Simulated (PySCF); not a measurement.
**Run report: Al₃H₉, energy and gradient calculation**

The run: energy and gradient calculation of Al₃H₉. Method and program: PBE0/aug-cc-pVDZ, RKS (PySCF 2.14.0).

The geometry comes from this level: GFN2-xTB. Figures and captions count atoms from 1; the log counts them from 0 in places.

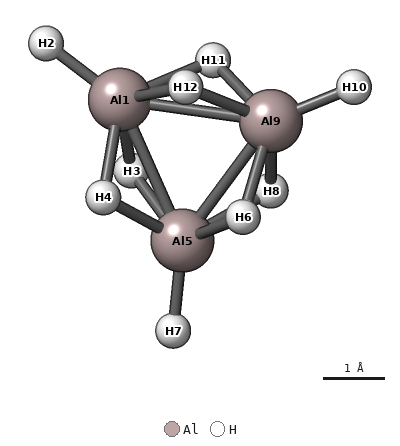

**Figure 1.** The structure as given in the input (ball-and-stick view, seen at a tilt; atoms are numbered from 1 in the order of the input). Sticks mark near contacts. Bond lengths as drawn: Al–Al 2.58 Å and Al–H 1.55 to 1.83 Å.

**Results in brief**

```csv
quantity,value
outcome,converged
total energy,−732.255233 hartree
basis functions,162
largest force,0.396 eV/Å
HOMO,−7.64 eV
LUMO,−1.79 eV
dipole moment,0.01 D
hardware,"1 thread of Arm Neoverse V1, 24 GiB of memory available, shared host"
wall time,2.1 min
peak memory,2 GiB
```

**Input (run.py)**
```python
import pyscf.grad
from pyscf import gto, dft

molecule = gto.M(
    atom='''
Al    -1.323526     1.843976    -1.663224
H     -2.706145     3.756473    -3.387277
H     -1.677019     2.340312     1.735562
H      1.858111     2.740311    -0.652144
Al     1.426063     0.904706     2.245656
H      2.988281    -1.506811     0.335407
H      2.902241     1.852820     4.583115
H     -0.532846    -1.897795     2.732355
Al    -0.102385    -2.749192    -0.585891
H     -0.202749    -5.606383    -1.193929
H     -3.079706    -1.034417    -0.883352
H      0.449660    -0.644000    -3.266297
''',
    basis='aug-cc-pvdz',
    max_memory=1860,
    charge=0,
    unit='bohr',
    verbose=4,
    spin=0,
)

mf = dft.RKS(molecule)
mf.xc = 'pbe0'
mf.grids.level = 5
mf.conv_tol = 1e-10
mf.kernel()
if not mf.converged:
    mf = mf.newton().run(mf.mo_coeff, mf.mo_occ)

e_tot = mf.e_tot
print(f'total energy: {e_tot:.8f} hartree')
grad = mf.Gradients().kernel()
dip = mf.dip_moment()
pop, q = mf.mulliken_pop()
```

Command:
```bash
OMP_NUM_THREADS=1 python run.py
```

**Output**
```
PySCF version 2.14.0

[INPUT] num. atoms = 12
[INPUT] num. electrons = 48
[INPUT] charge = 0
[INPUT] spin (= nelec alpha-beta = 2S) = 0
[INPUT] symmetry False subgroup None
[INPUT] Mole.unit = bohr
[INPUT] Symbol           X                Y                Z      unit          X                Y                Z       unit  Magmom
[INPUT]  1 Al    -0.700379797260   0.975790076683  -0.880140237455 AA   -1.323526000000   1.843976000000  -1.663224000000 Bohr   0.0
[INPUT]  2 H     -1.432030263445   1.987839905036  -1.792469795473 AA   -2.706145000000   3.756473000000  -3.387277000000 Bohr   0.0
[INPUT]  3 H     -0.887440237080   1.238439776843   0.918419858539 AA   -1.677019000000   2.340312000000   1.735562000000 Bohr   0.0
[INPUT]  4 H      0.983269996560   1.450110132033  -0.345099743038 AA    1.858111000000   2.740311000000  -0.652144000000 Bohr   0.0
[INPUT]  5 Al     0.754640040936   0.478749797783   1.188349978766 AA    1.426063000000   0.904706000000   2.245656000000 Bohr   0.0
[INPUT]  6 H      1.581330205025  -0.797370042364   0.177489740783 AA    2.988281000000  -1.506811000000   0.335407000000 Bohr   0.0
[INPUT]  7 H      1.535799797798   0.980470119937   2.425280013026 AA    2.902241000000   1.852820000000   4.583115000000 Bohr   0.0
[INPUT]  8 H     -0.281969960130  -1.004269864998   1.445899998143 AA   -0.532846000000  -1.897795000000   2.732355000000 Bohr   0.0
[INPUT]  9 Al    -0.054179808740  -1.454809754844  -0.310040165283 AA   -0.102385000000  -2.749192000000  -0.585891000000 Bohr   0.0
[INPUT] 10 H     -0.107290150337  -2.966770119289  -0.631800018257 AA   -0.202749000000  -5.606383000000  -1.193929000000 Bohr   0.0
[INPUT] 11 H     -1.629710231534  -0.547389902988  -0.467449747621 AA   -3.079706000000  -1.034417000000  -0.883352000000 Bohr   0.0
[INPUT] 12 H      0.237949824662  -0.340790123832  -1.728449936496 AA    0.449660000000  -0.644000000000  -3.266297000000 Bohr   0.0

nuclear repulsion = 192.556873654935
number of shells = 69
number of NR pGTOs = 249
number of NR cGTOs = 162
basis = aug-cc-pvdz
ecp = {}

******** <class 'pyscf.dft.rks.RKS'> ********
method = RKS
initial guess = minao
damping factor = 0
level_shift factor = 0
DIIS = <class 'pyscf.scf.diis.CDIIS'>
diis_start_cycle = 1
diis_space = 8
diis_damp = 0
SCF conv_tol = 1e-10
SCF conv_tol_grad = None
SCF max_cycles = 50
direct_scf = True
direct_scf_tol = 1e-13
XC library pyscf.dft.libxc version 7.0.0
    S. Lehtola, C. Steigemann, M. J.T. Oliveira, and M. A.L. Marques.,  SoftwareX 7, 1–5 (2018)
XC functionals = pbe0
radial grids:
    Treutler-Ahlrichs [JCP 102, 346 (1995); DOI:10.1063/1.469408] (M4) radial grids

becke partition: Becke, JCP 88, 2547 (1988); DOI:10.1063/1.454033
pruning grids: <function nwchem_prune>
grids dens level: 5
symmetrized grids: False
atomic radii adjust function: <function treutler_atomic_radii_adjust>
small_rho_cutoff = 0
Set gradient conv threshold to 1e-05
Initial guess from minao.
tot grids = 341008
init E= -732.12683385414
  HOMO = -0.282871672375022  LUMO = -0.0998761403063995  gap/eV = 4.97956
cycle= 1 E= -732.24646250387  delta_E= -0.12  |g|= 0.161  |ddm|=    3
  HOMO = -0.27831199803693  LUMO = -0.0669352666953245  gap/eV = 5.75185
cycle= 2 E= -732.254443737822  delta_E= -0.00798  |g|= 0.047  |ddm|= 0.673
  HOMO = -0.277980018694415  LUMO = -0.0626934900153744  gap/eV = 5.85824
cycle= 3 E= -732.255142100296  delta_E= -0.000698  |g|= 0.0143  |ddm|= 0.466
  HOMO = -0.281593934155529  LUMO = -0.0665576367151743  gap/eV = 5.85144
cycle= 4 E= -732.25522835867  delta_E= -8.63e-05  |g|= 0.00302  |ddm|= 0.0498
  HOMO = -0.280931809048599  LUMO = -0.0658496030758227  gap/eV = 5.85268
cycle= 5 E= -732.255232772134  delta_E= -4.41e-06  |g|= 0.000158  |ddm|= 0.013
  HOMO = -0.280906896323587  LUMO = -0.0658239138049517  gap/eV = 5.85271
cycle= 6 E= -732.255232784164  delta_E= -1.2e-08  |g|= 2.1e-05  |ddm|= 0.000744
  HOMO = -0.280901495838634  LUMO = -0.0658221741516134  gap/eV = 5.85261
cycle= 7 E= -732.255232784422  delta_E= -2.57e-10  |g|= 3.44e-06  |ddm|= 9.73e-05
  HOMO = -0.28090245608894  LUMO = -0.0658225096907703  gap/eV = 5.85262
cycle= 8 E= -732.255232784429  delta_E= -7.5e-12  |g|= 7.06e-07  |ddm|= 1.66e-05
  HOMO = -0.28090240781752  LUMO = -0.0658225121797211  gap/eV = 5.85262
Extra cycle  E= -732.255232784431  delta_E= -1.59e-12  |g|= 5.88e-07  |ddm|= 3.63e-06
converged SCF energy = -732.255232784431
total energy: -732.25523278 hartree

******** <class 'pyscf.grad.rks.Gradients'> for <class 'pyscf.dft.rks.RKS'> ********
unit = Eh/Bohr
grid_response = False
--------------- RKS gradients ---------------
         x                y                z
0 Al    -0.0035914978     0.0050553140    -0.0045750405
1 H     0.0034101780    -0.0046614126     0.0042432049
2 H    -0.0028585323     0.0038089859     0.0028704786
3 H     0.0030904818     0.0045535806    -0.0010230110
4 Al     0.0036352350     0.0021780345     0.0058427691
5 H     0.0047012579    -0.0025018599     0.0005470671
6 H    -0.0036268510    -0.0022919937    -0.0057698534
7 H    -0.0006253859    -0.0030778598     0.0043546316
8 Al    -0.0001018766    -0.0071939957    -0.0016121686
9 H     0.0001647977     0.0069658896     0.0015621578
10 H    -0.0048180335    -0.0016762577    -0.0014835146
11 H     0.0006199939    -0.0011590783    -0.0049563570
----------------------------------------------
Dipole moment(X, Y, Z, Debye): -0.00128, -0.00074, -0.01112
 ** Mulliken pop  **
pop of  0 Al 1s           2.00052
pop of  0 Al 2s           2.02856
pop of  0 Al 3s           0.63067
pop of  0 Al 4s           0.84207
pop of  0 Al 5s           0.22015
pop of  0 Al 2px          2.00768
pop of  0 Al 2py          2.00780
pop of  0 Al 2pz          2.00775
pop of  0 Al 3px          0.39062
pop of  0 Al 3py          0.40708
pop of  0 Al 3pz          0.40291
pop of  0 Al 4px          0.13549
pop of  0 Al 4py          0.13941
pop of  0 Al 4pz          0.13678
pop of  0 Al 5px          0.00534
pop of  0 Al 5py          0.00533
pop of  0 Al 5pz          0.00546
pop of  0 Al 3dxy         0.11640
pop of  0 Al 3dyz         0.07435
pop of  0 Al 3dz^2        0.11181
pop of  0 Al 3dxz         0.05308
pop of  0 Al 3dx2-y2      0.05929
pop of  0 Al 4dxy        -0.00465
pop of  0 Al 4dyz        -0.00721
pop of  0 Al 4dz^2        0.01123
pop of  0 Al 4dxz         0.00130
pop of  0 Al 4dx2-y2      0.01275
pop of  1 H 1s            0.70282
pop of  1 H 2s            0.11919
pop of  1 H 3s           -0.12580
pop of  1 H 2px           0.00189
pop of  1 H 2py           0.00315
pop of  1 H 2pz           0.00266
pop of  1 H 3px           0.00479
pop of  1 H 3py          -0.00465
pop of  1 H 3pz          -0.00074
pop of  2 H 1s            0.71848
pop of  2 H 2s            0.11098
pop of  2 H 3s           -0.07620
pop of  2 H 2px           0.00258
pop of  2 H 2py           0.00111
pop of  2 H 2pz           0.00237
pop of  2 H 3px          -0.01076
pop of  2 H 3py          -0.00014
pop of  2 H 3pz          -0.00250
pop of  3 H 1s            0.71832
pop of  3 H 2s            0.11292
pop of  3 H 3s           -0.07533
pop of  3 H 2px           0.00270
pop of  3 H 2py           0.00151
pop of  3 H 2pz           0.00182
pop of  3 H 3px          -0.01047
pop of  3 H 3py           0.00012
pop of  3 H 3pz          -0.00299
pop of  4 Al 1s           2.00052
pop of  4 Al 2s           2.02849
pop of  4 Al 3s           0.63062
pop of  4 Al 4s           0.84399
pop of  4 Al 5s           0.22004
pop of  4 Al 2px          2.00767
pop of  4 Al 2py          2.00803
pop of  4 Al 2pz          2.00754
pop of  4 Al 3px          0.39707
pop of  4 Al 3py          0.34168
pop of  4 Al 3pz          0.46247
pop of  4 Al 4px          0.13077
pop of  4 Al 4py          0.18520
pop of  4 Al 4pz          0.09538
pop of  4 Al 5px          0.00563
pop of  4 Al 5py          0.00213
pop of  4 Al 5pz          0.00832
pop of  4 Al 3dxy         0.12906
pop of  4 Al 3dyz         0.11320
pop of  4 Al 3dz^2        0.07527
pop of  4 Al 3dxz         0.05114
pop of  4 Al 3dx2-y2      0.04678
pop of  4 Al 4dxy        -0.00292
pop of  4 Al 4dyz         0.00653
pop of  4 Al 4dz^2        0.00834
pop of  4 Al 4dxz        -0.00223
pop of  4 Al 4dx2-y2      0.00369
pop of  5 H 1s            0.71886
pop of  5 H 2s            0.10955
pop of  5 H 3s           -0.07623
pop of  5 H 2px           0.00344
pop of  5 H 2py           0.00138
pop of  5 H 2pz           0.00124
pop of  5 H 3px          -0.01033
pop of  5 H 3py           0.00192
pop of  5 H 3pz          -0.00490
pop of  6 H 1s            0.70290
pop of  6 H 2s            0.11905
pop of  6 H 3s           -0.12572
pop of  6 H 2px           0.00210
pop of  6 H 2py           0.00098
pop of  6 H 2pz           0.00463
pop of  6 H 3px           0.00382
pop of  6 H 3py           0.00556
pop of  6 H 3pz          -0.01001
pop of  7 H 1s            0.71896
pop of  7 H 2s            0.10987
pop of  7 H 3s           -0.07581
pop of  7 H 2px           0.00166
pop of  7 H 2py           0.00165
pop of  7 H 2pz           0.00275
pop of  7 H 3px          -0.01239
pop of  7 H 3py           0.00237
pop of  7 H 3pz          -0.00333
pop of  8 Al 1s           2.00052
pop of  8 Al 2s           2.02857
pop of  8 Al 3s           0.63076
pop of  8 Al 4s           0.84346
pop of  8 Al 5s           0.22012
pop of  8 Al 2px          2.00785
pop of  8 Al 2py          2.00745
pop of  8 Al 2pz          2.00797
pop of  8 Al 3px          0.34563
pop of  8 Al 3py          0.51604
pop of  8 Al 3pz          0.34005
pop of  8 Al 4px          0.16681
pop of  8 Al 4py          0.06798
pop of  8 Al 4pz          0.17794
pop of  8 Al 5px          0.00317
pop of  8 Al 5py          0.01060
pop of  8 Al 5pz          0.00246
pop of  8 Al 3dxy         0.07583
pop of  8 Al 3dyz         0.08584
pop of  8 Al 3dz^2        0.13382
pop of  8 Al 3dxz         0.02589
pop of  8 Al 3dx2-y2      0.09436
pop of  8 Al 4dxy         0.01890
pop of  8 Al 4dyz         0.01739
pop of  8 Al 4dz^2       -0.00746
pop of  8 Al 4dxz        -0.00400
pop of  8 Al 4dx2-y2     -0.01124
pop of  9 H 1s            0.70280
pop of  9 H 2s            0.11939
pop of  9 H 3s           -0.12566
pop of  9 H 2px           0.00040
pop of  9 H 2py           0.00670
pop of  9 H 2pz           0.00061
pop of  9 H 3px           0.01185
pop of  9 H 3py          -0.02136
pop of  9 H 3pz           0.00890
pop of  10 H 1s           0.71881
pop of  10 H 2s           0.11155
pop of  10 H 3s          -0.07562
pop of  10 H 2px          0.00350
pop of  10 H 2py          0.00170
pop of  10 H 2pz          0.00085
pop of  10 H 3px         -0.01060
pop of  10 H 3py          0.00365
pop of  10 H 3pz         -0.00639
pop of  11 H 1s           0.71923
pop of  11 H 2s           0.10856
pop of  11 H 3s          -0.07649
pop of  11 H 2px          0.00161
pop of  11 H 2py          0.00158
pop of  11 H 2pz          0.00289
pop of  11 H 3px         -0.01273
pop of  11 H 3py          0.00336
pop of  11 H 3pz         -0.00392
 ** Mulliken atomic charges  **
charge of    0Al =     -0.80197
charge of    1H =      0.29669
charge of    2H =      0.25407
charge of    3H =      0.25141
charge of    4Al =     -0.80441
charge of    5H =      0.25507
charge of    6H =      0.29671
charge of    7H =      0.25427
charge of    8Al =     -0.80669
charge of    9H =      0.29638
charge of   10H =      0.25256
charge of   11H =      0.25591
```

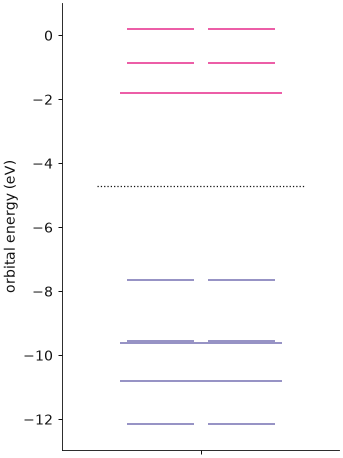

**Figure 2.** Orbital energies near the frontier; the dotted line parts filled from empty levels, and levels within 0.02 eV of each other stand side by side. Highest filled −7.64 eV, lowest empty −1.79 eV, 5.85 eV apart.
